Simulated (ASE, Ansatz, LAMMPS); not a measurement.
# Localised basis functions on (9,0) carbon nanotube in a second wall (216 atoms), part 2 of 2

Wanted: errors and times of a linear-scaling basis for (9,0) carbon nanotube in a second wall (216 atoms). A setting counts as converged where the r.m.s. difference of forces stays under 1 % of the r.m.s. force.

Ansatz 0.2.0; Kohn-Sham DFT, r2SCAN+D4, PAW (set soft_2), plane waves.

The cell: 216 C. Beside vacuum, support functions can miss their usual error bounds without a warning. Sampling is at Γ alone, for a cell whose periodic width is 9 Å.

So far. Step 3 (Plane-wave single point): Löwdin charges run from -0.00 to +0.06 e, about a mean that is the spilled charge alone. Within 0.4 eV of the Fermi level the largest share is C p (99 % of the projected weight).

**4. Structure statistics**

These statistics describe the geometry on which the runs were made.

Normalised to the volume that the atoms fill. Pair distribution function in bins of 0.2 Å:

| r (Å) | total |
| --- | --- |
| 1.30 | 1.61 |
| 1.50 | 4.49 |
| 1.70 | 0.00 |
| 1.90 | 0.00 |
| 2.10 | 0.00 |
| 2.30 | 0.57 |
| 2.50 | 3.52 |
| 2.70 | 0.53 |
| 2.90 | 1.02 |
| 3.10 | 0.00 |
| 3.30 | 0.12 |
| 3.50 | 0.49 |
| 3.70 | 2.00 |
| 3.90 | 0.60 |
| 4.10 | 1.10 |
| 4.30 | 1.28 |
| 4.50 | 0.47 |
| 4.70 | 0.67 |
| 4.90 | 1.41 |
| 5.10 | 0.92 |
| 5.30 | 0.49 |
| 5.50 | 0.63 |
| 5.70 | 0.60 |
| 5.90 | 0.56 |
| 6.10 | 0.85 |
| 6.30 | 0.95 |
| 6.50 | 0.84 |
| 6.70 | 0.43 |

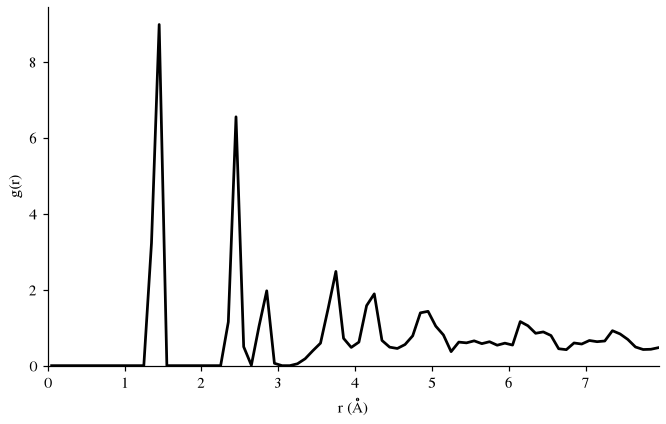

Pair distribution functions.

Bonds by pair of elements; cutoffs follow the first minimum of g(r), held within bounds set by covalent radii, and pairs that aren't listed don't count as bonded:

| pair A-B | cutoff (Å) | bonds | mean length (Å) | spread (Å) | shortest (Å) | B about A | A about B |
| --- | --- | --- | --- | --- | --- | --- | --- |
| C-C | 1.82 | 324 | 1.42 | 0.023 | 1.35 | 3 | 3 |

How many atoms have how many bonded neighbours:

```csv
element,mean,3
C,3,216
```

Bond angles, per cent of each kind in bins of 5°:

```csv
angle (°),C-C-C
110–115,4.3
115–120,55.2
120–125,39.7
125–130,0.8
```

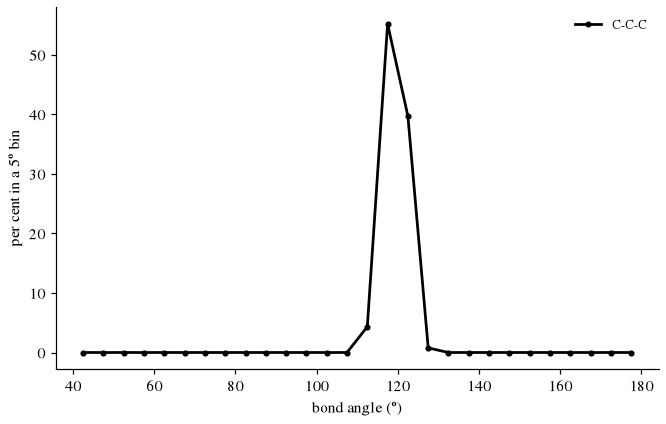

Distributions of the most common bond angles.

Bond angles (no mean is given where the spread exceeds 20°):

```csv
angle,count,mean (°),spread (°)
C-C-C,648,119,2.5
```

The first maximum of g(r) stands at about 1.41 Å. Counting bonds as in the table, all C atoms have 3 bonded neighbours. The C-C-C angle averages 119° with a spread of 2°.

Local excerpt of 10 atoms (numbers count through the whole input) about C147, which bears the longest force; x, y, z are measured from there.

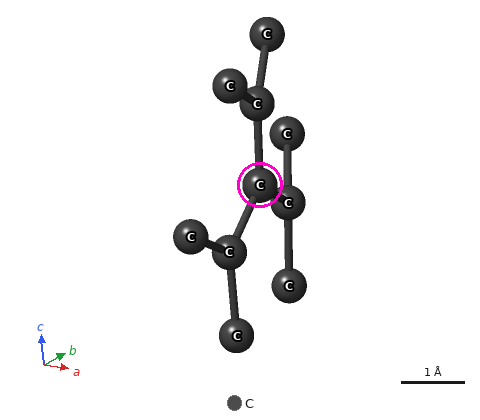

The atoms of the table, within 2.5 Å (arrows a, b, c point along x, y, z); some may hide others; the central atom is ringed.

```csv
atom,x,y,z,distance (Å),bonds,Löwdin charge (e),Fx,Fy,Fz (eV/Å)
C147,0.00,0.00,0.00,0.00,3,0.04,-0.83,3.01,-3.30
C150,0.03,0.09,1.36,1.36,3,0.05,0.28,-0.04,3.30
C146,0.24,-1.14,-0.72,1.37,3,0.05,1.39,-1.20,1.12
C148,-0.48,1.14,-0.76,1.45,3,0.03,-1.98,0.50,1.91
C145,0.52,-2.32,-0.01,2.38,3,0.04,-1.41,-0.32,-1.12
C149,0.51,-1.03,2.11,2.40,3,0.03,-1.93,-0.41,-0.22
C41,0.22,-1.15,-2.13,2.43,3,0.03,0.15,1.23,-0.28
C153,-0.59,1.17,2.07,2.45,3,0.04,1.23,-1.06,-1.19
C151,-1.26,2.14,-0.05,2.48,3,0.04,0.37,-0.49,-1.36
C45,-0.60,1.10,-2.17,2.51,3,0.05,-0.50,0.94,-0.29
```

The column of bonds counts only the pairs C-C within 1.82 Å; other neighbours, such as metal atoms beside each other in a compound, aren't counted, and periodic images can show an atom twice.

**5. Support functions medium**

The cell is solved in localised support functions. The level medium gives here a grid of 144×144×48 points and a radius of 3.82 Å.

This step: Kohn-Sham DFT, r2SCAN+D4, PAW (set soft_2), localised support functions (medium) (Ansatz 0.2.0).

The input, input.yaml:

```yaml
crystal:
  lattice:
    - [24.09476, 0.0, 0.0]
    - [0.0, 24.09476, 0.0]
    - [0.0, 0.0, 8.52169]
  atoms:
    [... the 216 atom lines of step 3 ...]
kpoints:
  mp_grid: { grid: [1, 1, 1] }
hamiltonian:
  xc: r2scan
  dispersion: d4
scf:
  occupations: { method: gaussian, width: 0.025 }
  eigensolver: { kind: { support_functions: { accuracy: medium } } }
  mixing: { beta: 0.2 }
  max_iter: 150
output:
  forces: true
  eigenvalues: true
```

Run with:

```bash
$ ansatz run input.yaml --threads 8 --pin off --max-ram 15872MiB --backend cpu --events-out ev --progress --plain --runs-dir out
```

Log:

```text
Warning: scf.eigensolver.kind.support_functions: disabling space-group detection — the functions' gradient is summed over unrotated k-points, so no spatial operation reduces the k-mesh or symmetrises the density; time reversal is kept, so that k and −k are solved as one point where they differ and the mesh holds both, and exact exchange and, on two spinor components, a DFT+U term hold to it where the run has them: [...]
settings of this run that can trade accuracy for cost: scf.eigensolver.kind.support_functions [...]
[...]
Crystal: 216 atoms, lattice volume = 4947.331 Å³
Basis set: ecut = 500 eV, 125711 PW (Γ), exchange–correlation on 540×540×192 points (27 copies of the dense FFT grid, shifted against one another)
Bands: 519, of which v1, the nominal top of the filled ones, is band 432 counted from 1 (431 counted from 0)
Symmetry: 1 space group operations
k-points: 1
[...]
Eigensolver: Support functions (medium, 144×144×48 points, laid for a spacing of at most 0.182399 Å, radius 3.816782 Å, 161 sites without an atom, 1 species' potentials softened for the grid, 1 wholly corrected for its errors in the mean over positions, 0 with the egg-box correction, energy correction by stochastic trace)
[...]
SCF iter   1: F=—  HF=-54343.525789 eV  |F-HF|=—  |Δ(HF+E_count)|=         —  Δρ=6.76e-2  dr2=2.28e2  dr2_τ=6.69e1  ethr=1.00e-1
[...]
SCF iter  22: F=—  HF=-54327.974128 eV  |F-HF|=—  |Δ(HF+E_count)|=   3.80e-4  Δρ=1.04e-5  dr2=1.02e-5  dr2_τ=9.29e-8  ethr=2.83e-9  κ⁻¹=2.2e-4(r=7)
SCF iter  23: F=-54327.974446 eV  HF=-54327.974332 eV  |F-HF|=1.13e-4  |Δ(HF+E_count)|=   2.05e-4  Δρ=6.24e-6  dr2=3.45e-6  dr2_τ=3.85e-8  ethr=1.18e-9
SCF 1 converged in 23 iterations: F = -54327.976525 eV  dr2 = 3.45e-6
[...]
SCF converged after 23 iterations
Stability not checked: this state was not tested for a lower state beside it, because the mixer in use, unlike msr1, does not test its closes by its own steps (another_mixer; see scf.mixing.algorithm and scf.lower_state_search)
Free energy (F): -54327.976525 eV
[...]
Internal energy: -54327.954771 eV  (E = F + TS)
E sigma→0 (E₀):  -54327.965648 eV
Entropy (-TS):   -0.021754 eV (-0.101 meV/atom)
Fermi energy:    0.086342 eV
[...]
Σ components = -54327.976525   (vs F -54327.976525, Δ=0.00e0)
--- Forces (eV/Å), atoms counted from 1 ---
  atom   1  C      0.01994636     0.46040334    -1.11774687
  atom   2  C     -1.43197801    -0.78459385     0.65814471
  atom   3  C      1.68966814     0.45101536    -0.72218851
  atom   4  C     -0.61532602     1.26302751     1.41211792
[...]
atom 216  C      1.62001980     0.01138605    -0.68265615
  max |Σ_I F_I| component: 6.66e-3 eV/Å
--- Band table (eV) ---
[...]
```

The job ended after 9.7 min (8 threads of Arm Neoverse V1, shared host; peak memory 12 GiB; 76 min of CPU time).

The program notes that the band table was not solved further than the SCF left it and it switched symmetry off. Further notices: vacuum switching off with vacuum.

Keys that differ from the reference: support_functions.accuracy = "medium", scf.max_iter = 150 and scf.mixing.beta = 0.2.

Forces differ from the reference by 0.85 meV/Å r.m.s., 0.073 % of their size, well within a tolerance of 1 %; the energy by -3.0 meV/atom. It took 9.7 min and 23 cycles; the reference's time can't be set against it, since the two runs asked for unlike analyses.

**6. What each setting buys**

Differences are against the plane-wave reference (Kohn-Sham DFT, r2SCAN+D4, PAW (set soft_2), plane waves), whose r.m.s. force component is 1.16 eV/Å. Energies are set beside the reference only for runs with its functional, potentials and electron count. Times are for 8 threads of Arm Neoverse V1, shared host. The reference's time includes the DOS and grids, which some other runs skip.

```csv
run,"Δ force, r.m.s. (meV/Å)",share of r.m.s. force (%),Δ energy (meV/atom),cycles,time,host memory (GiB)
reference,-,-,-,16,4.5 min,14
support functions medium,0.846,0.0729,-2.99,23,9.7 min,12
```

**7. Summary of results**

```json
{
  "free energy per atom": "-251.5154 eV/atom",
  "r.m.s. force component": "1.161 eV/Å",
  "wall time of the 2 DFT runs": "14 min"
}
```

Against plane waves at 500 eV, the forces differ by 0.85 meV/Å (0.073 %) with support functions medium. At 216 atoms the run with support functions medium takes roughly 2.2 times the time of plane waves (whose run also made extra analyses, so the like-for-like ratio is larger), in 23 SCF cycles against 16. Differences between support functions and plane waves include what basis error the plane-wave run still has.

No gap is quoted, since levels at the Fermi energy are partly filled. Counting bonds as in the table, all C atoms have 3 bonded neighbours.

Caveats: The geometry is a frame of classical dynamics and isn't relaxed at this level: its force components are 1.2 eV/Å r.m.s.

[Logs are printed without paths, hosts, clocks, repeated set-up lines and the standing remarks that a program may print on its own settings, such as how far it seeks lower states.]

[Hosts, paths, dates, database ids (printed as entryN), source tags and the programs' standing remarks are cut or masked in the printed files.]
